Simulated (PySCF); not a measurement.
# C$_{3}$H$_{7}$AlFN: geometry relaxation (part 2 of 2)

Continued. System: C$_{3}$H$_{7}$AlFN. Method: PBE0-D3(BJ)/def2-SVP geometry optimisation, gas phase (PySCF 2.14.0). 

Geometry of the input (Å):
```
C  2.8836  -0.0466  -0.1227
C  1.5174  -0.0151  -0.6120
N  0.4287  0.0081  -1.0199
Al -1.4258  -0.5972  -0.9063
C  -2.1308  0.8209  0.3448
F  -3.1599  -0.1757  -0.0177
H  3.5594  -0.2446  -0.9433
H  2.9733  -0.7806  0.6385
H  3.1042  0.9578  0.3183
H  -1.1292  -1.9799  -0.2335
H  -1.8837  -0.5344  -2.3835
H  -2.1142  0.7854  1.4556
H  -2.6170  1.7849  0.0504
```

### Trajectory as extended XYZ, continued
```
13
Properties=species:S:1:pos:R:3:forces:R:3 step=11 energy=-14009.22661
C     2.9699    0.0806   -0.2083    0.0785  -0.0050  -0.0362
C     1.5604   -0.2037   -0.3499   -0.0219  -0.0240   0.0580
N     0.4373   -0.4369   -0.4574    0.1028   0.0333  -0.0588
Al   -1.5294   -0.7930   -0.7915   -0.0704  -0.0720  -0.0586
C    -2.3370    0.7328    0.2166    0.0311  -0.0266  -0.0115
F    -3.7236    0.5915    0.0912   -0.0422   0.0399   0.0122
H     3.3684    0.4709   -1.1589   -0.0357  -0.0234   0.0765
H     3.5097   -0.8430    0.0563   -0.0402   0.0705  -0.0082
H     3.1208    0.8301    0.5837    0.0021  -0.0329  -0.0314
H    -1.6887   -2.2475   -0.1391    0.0233   0.0081   0.0068
H    -1.5333   -0.6714   -2.3920    0.0059  -0.0036   0.0221
H    -2.0918    0.7437    1.2960   -0.0104   0.0173   0.0123
H    -2.0569    1.7287   -0.1777   -0.0227   0.0185   0.0169
13
Properties=species:S:1:pos:R:3:forces:R:3 step=12 energy=-14009.22860
C     2.9682    0.0821   -0.1969    0.0782  -0.0070  -0.0333
C     1.5591   -0.1905   -0.3654   -0.0354  -0.0103   0.0361
N     0.4362   -0.4130   -0.4966    0.0959   0.0064  -0.0387
Al   -1.5360   -0.7931   -0.8089   -0.0037  -0.0233  -0.0154
C    -2.3315    0.7291    0.2195   -0.0701  -0.0456  -0.0468
F    -3.7216    0.5759    0.1186    0.0000   0.0352   0.0178
H     3.3924    0.4484   -1.1461   -0.0393  -0.0178   0.0836
H     3.4916   -0.8421    0.0970   -0.0407   0.0752  -0.0054
H     3.1096    0.8458    0.5840    0.0017  -0.0470  -0.0441
H    -1.6529   -2.2476   -0.1461    0.0074   0.0144   0.0029
H    -1.5655   -0.6796   -2.4085   -0.0063   0.0025   0.0181
H    -2.0698    0.7368    1.2955    0.0031   0.0245  -0.0073
H    -2.0738    1.7306   -0.1771    0.0092  -0.0071   0.0326
13
Properties=species:S:1:pos:R:3:forces:R:3 step=13 energy=-14009.23051
C     2.9640    0.0882   -0.1835    0.0188  -0.0012  -0.0126
C     1.5567   -0.1856   -0.3683   -0.0119   0.0026   0.0173
N     0.4360   -0.4072   -0.5169    0.0268  -0.0014  -0.0231
Al   -1.5416   -0.8029   -0.8249    0.0004   0.0108   0.0293
C    -2.3341    0.7218    0.2115   -0.0163  -0.0224  -0.0372
F    -3.7273    0.6005    0.1419    0.0220   0.0064   0.0091
H     3.3972    0.4551   -1.1264   -0.0130  -0.0075   0.0309
H     3.4843   -0.8333    0.1183   -0.0140   0.0271  -0.0008
H     3.0957    0.8520    0.5972    0.0011  -0.0195  -0.0154
H    -1.6348   -2.2551   -0.1540    0.0034   0.0072   0.0014
H    -1.5810   -0.6980   -2.4231   -0.0035   0.0063  -0.0011
H    -2.0462    0.7271    1.2813   -0.0157   0.0008  -0.0042
H    -2.0628    1.7203   -0.1844    0.0020  -0.0093   0.0064
13
Properties=species:S:1:pos:R:3:forces:R:3 step=14 energy=-14009.23076
C     2.9676    0.0889   -0.1776   -0.0079   0.0010  -0.0017
C     1.5604   -0.1805   -0.3684    0.0021   0.0040   0.0072
N     0.4403   -0.3993   -0.5245   -0.0170  -0.0032  -0.0124
Al   -1.5404   -0.8010   -0.8288    0.0274   0.0049   0.0201
C    -2.3414    0.7173    0.2074   -0.0129  -0.0050  -0.0069
F    -3.7336    0.5907    0.1378    0.0029  -0.0003  -0.0063
H     3.4076    0.4448   -1.1202    0.0031   0.0017  -0.0035
H     3.4816   -0.8305    0.1370    0.0023  -0.0046   0.0043
H     3.0984    0.8592    0.5958    0.0003   0.0025   0.0058
H    -1.6208   -2.2523   -0.1554    0.0001  -0.0010  -0.0001
H    -1.5832   -0.6950   -2.4264   -0.0045   0.0023  -0.0044
H    -2.0564    0.7231    1.2779   -0.0006  -0.0015  -0.0015
H    -2.0741    1.7176   -0.1858    0.0046  -0.0009  -0.0005
13
Properties=species:S:1:pos:R:3:forces:R:3 step=15 energy=-14009.23085
C     2.9692    0.0913   -0.1711   -0.0151   0.0018   0.0047
C     1.5622   -0.1753   -0.3662    0.0058   0.0023   0.0010
N     0.4428   -0.3935   -0.5272   -0.0261  -0.0022  -0.0030
Al   -1.5365   -0.8012   -0.8308    0.0246   0.0013   0.0043
C    -2.3469    0.7133    0.2020   -0.0134   0.0032   0.0059
F    -3.7385    0.5827    0.1265    0.0043  -0.0032  -0.0096
H     3.4136    0.4420   -1.1129    0.0095   0.0060  -0.0171
H     3.4792   -0.8279    0.1495    0.0087  -0.0168   0.0063
H     3.0995    0.8639    0.5996   -0.0008   0.0116   0.0130
H    -1.6106   -2.2524   -0.1566    0.0004  -0.0036   0.0001
H    -1.5801   -0.6946   -2.4285   -0.0038  -0.0013  -0.0029
H    -2.0669    0.7200    1.2737    0.0008  -0.0017   0.0008
H    -2.0810    1.7146   -0.1895    0.0053   0.0026  -0.0036
13
Properties=species:S:1:pos:R:3:forces:R:3 step=16 energy=-14009.23086
C     2.9728    0.1007   -0.1487   -0.0163   0.0028   0.0161
C     1.5669   -0.1606   -0.3568    0.0100  -0.0037  -0.0148
N     0.4495   -0.3785   -0.5312   -0.0276   0.0022   0.0204
Al   -1.5230   -0.8039   -0.8370    0.0048  -0.0038  -0.0288
C    -2.3624    0.7016    0.1833   -0.0018   0.0166   0.0290
F    -3.7508    0.5581    0.0835   -0.0001  -0.0073  -0.0138
H     3.4291    0.4418   -1.0880    0.0136   0.0089  -0.0260
H     3.4737   -0.8187    0.1846    0.0127  -0.0239   0.0055
H     3.0998    0.8775    0.6179   -0.0031   0.0204   0.0167
H    -1.5822   -2.2546   -0.1605    0.0019  -0.0064   0.0003
H    -1.5666   -0.6971   -2.4352   -0.0012  -0.0096   0.0013
H    -2.1018    0.7112    1.2599    0.0023  -0.0021   0.0017
H    -2.0989    1.7054   -0.2030    0.0049   0.0060  -0.0075
13
Properties=species:S:1:pos:R:3:forces:R:3 step=17 energy=-14009.23082
C     2.9723    0.1113   -0.1272   -0.0086   0.0024   0.0181
C     1.5684   -0.1503   -0.3475    0.0085  -0.0052  -0.0221
N     0.4531   -0.3700   -0.5327   -0.0111   0.0036   0.0315
Al   -1.5123   -0.8093   -0.8446   -0.0171  -0.0052  -0.0397
C    -2.3708    0.6920    0.1659    0.0138   0.0193   0.0305
F    -3.7567    0.5429    0.0457   -0.0054  -0.0073  -0.0105
H     3.4375    0.4501   -1.0633    0.0091   0.0069  -0.0165
H     3.4695   -0.8081    0.2127    0.0089  -0.0148   0.0023
H     3.0927    0.8896    0.6393   -0.0039   0.0155   0.0096
H    -1.5629   -2.2594   -0.1657    0.0029  -0.0052   0.0003
H    -1.5541   -0.7054   -2.4432    0.0013  -0.0117   0.0029
H    -2.1256    0.7028    1.2461    0.0000  -0.0028   0.0007
H    -2.1052    1.6968   -0.2166    0.0017   0.0045  -0.0072
13
Properties=species:S:1:pos:R:3:forces:R:3 step=18 energy=-14009.23100
C     2.9705    0.1132   -0.1254   -0.0022   0.0003   0.0127
C     1.5673   -0.1515   -0.3472    0.0025  -0.0021  -0.0176
N     0.4521   -0.3724   -0.5323    0.0009   0.0011   0.0258
Al   -1.5130   -0.8111   -0.8465   -0.0162  -0.0026  -0.0291
C    -2.3679    0.6920    0.1654    0.0144   0.0109   0.0179
F    -3.7541    0.5447    0.0445   -0.0027  -0.0026  -0.0059
H     3.4362    0.4527   -1.0615    0.0035   0.0045  -0.0052
H     3.4696   -0.8054    0.2150    0.0040  -0.0054   0.0010
H     3.0880    0.8922    0.6413   -0.0035   0.0082   0.0028
H    -1.5656   -2.2615   -0.1678    0.0026  -0.0024   0.0000
H    -1.5543   -0.7082   -2.4450    0.0013  -0.0090   0.0024
H    -2.1224    0.7018    1.2455   -0.0030  -0.0024  -0.0005
H    -2.1003    1.6964   -0.2173   -0.0018   0.0015  -0.0043
13
Properties=species:S:1:pos:R:3:forces:R:3 step=19 energy=-14009.23117
C     2.9682    0.1158   -0.1233    0.0025  -0.0035   0.0071
C     1.5661   -0.1535   -0.3467   -0.0002   0.0025  -0.0109
N     0.4511   -0.3763   -0.5312    0.0068  -0.0027   0.0169
Al   -1.5141   -0.8137   -0.8489   -0.0132   0.0006  -0.0162
C    -2.3641    0.6918    0.1646    0.0128   0.0044   0.0067
F    -3.7507    0.5482    0.0434   -0.0035  -0.0007  -0.0029
H     3.4342    0.4563   -1.0592   -0.0010   0.0031   0.0040
H     3.4701   -0.8011    0.2180    0.0000   0.0024   0.0000
H     3.0818    0.8958    0.6433   -0.0025   0.0029  -0.0025
H    -1.5701   -2.2644   -0.1707    0.0024  -0.0002   0.0001
H    -1.5542   -0.7118   -2.4473    0.0016  -0.0056   0.0010
H    -2.1185    0.7001    1.2447   -0.0033  -0.0025  -0.0010
H    -2.0938    1.6957   -0.2178   -0.0023  -0.0007  -0.0024
```

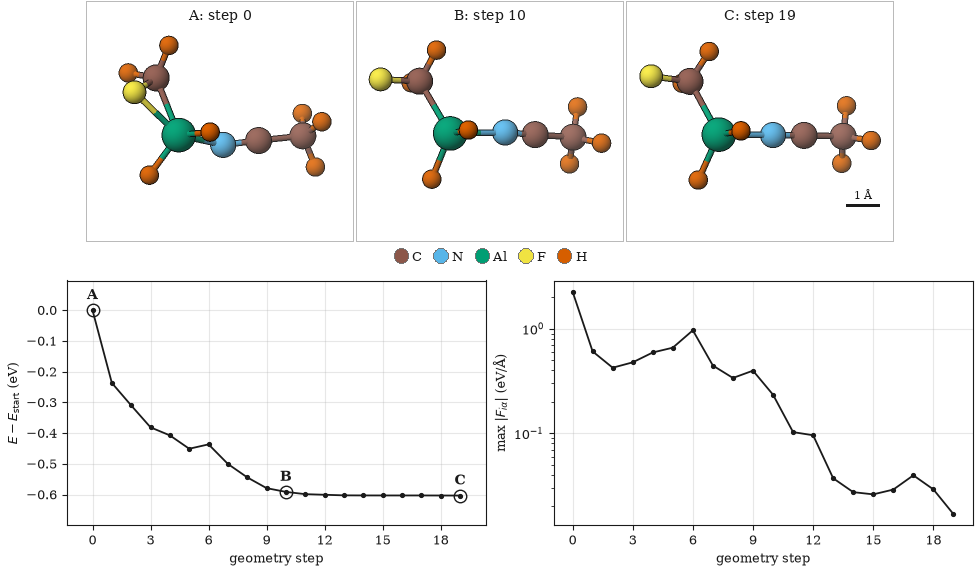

Frames of the relaxation (ball-and-stick view, seen at a tilt) above the curves, on which the letters mark them (steps are counted from 0).

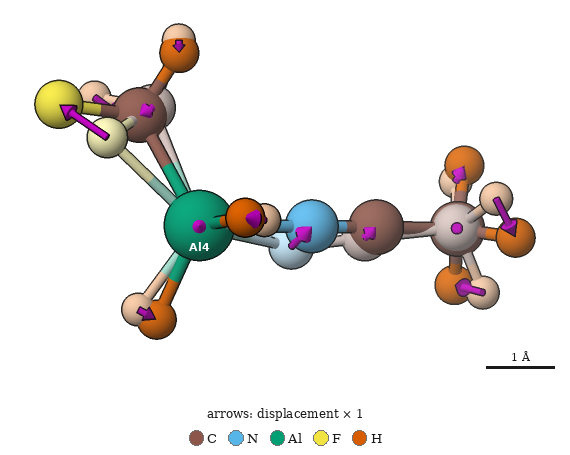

Start (faint) and end (solid) with the displacements as pink arrows, at true length (ball-and-stick view, seen at a tilt). The two geometries are laid on each other by the best rigid fit. The largest move after the best rigid fit is that of F6, 0.95 Å. By element the largest moves are F 0.95 Å, H 0.74 Å, N 0.61 Å, C 0.29 Å, Al 0.23 Å. Distances before and after: Al4–F6 1.994 → 2.767 Å, N3–Al4 1.954 → 2.038 Å, C5–F6 1.478 → 1.399 Å, Al4–H11 1.548 → 1.602 Å. Bonds break: Al4–F6 (1.99 → 2.77 Å). Among the angles that change: Al4–C5–F6 67.5° → 107.4°, C2–N3–Al4 149.5° → 178.7°, Al4–C5–H12 126.3° → 113.9°. Over 19 geometry steps the energy falls by 0.603 eV. Largest force component: 2.3 eV/Å at the start, 0.017 eV/Å at the end. (Atoms are counted from 1 in the order of the input.)

### Results in brief

| quantity | value |
| --- | --- |
| outcome | converged |
| total energy | −514.829754 hartree |
| dipole moment | 10.16 D |
| point group | C1 |
| wall time | 2.8 min |
| peak memory | 0.5 GiB |
